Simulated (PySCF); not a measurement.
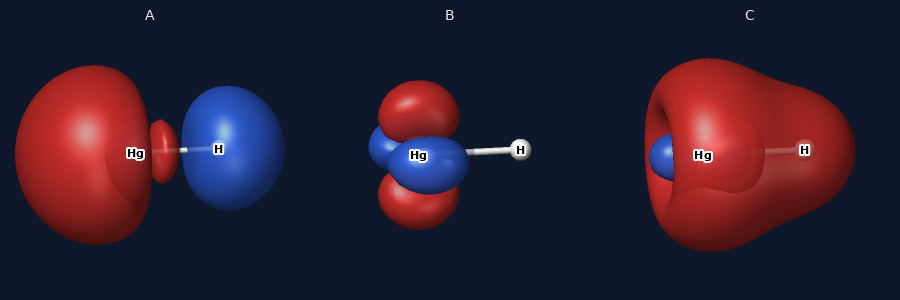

HgH (charge +1). Three frontier orbitals, each drawn at the value that holds 80 % of its norm (red and blue are the two phases), in no order; of a degenerate pair one member is drawn.

Core potentials replace the inner electrons of Hg.

Level of theory: PBE0/def2-TZVP, non-relativistic Hamiltonian with scalar-relativistic core potentials where named, at a bond length of 1.605 Å (PySCF 2.14.0).

Name the orbitals and rank them from lowest to highest energy.

Answer. Orbital B: δ, occupied, −20.47 eV; almost wholly on Hg.
Orbital C: σ, occupied, −16.91 eV; mainly on Hg (80 %).
Orbital A: σ, empty, −10.30 eV; mainly on Hg (75 %).
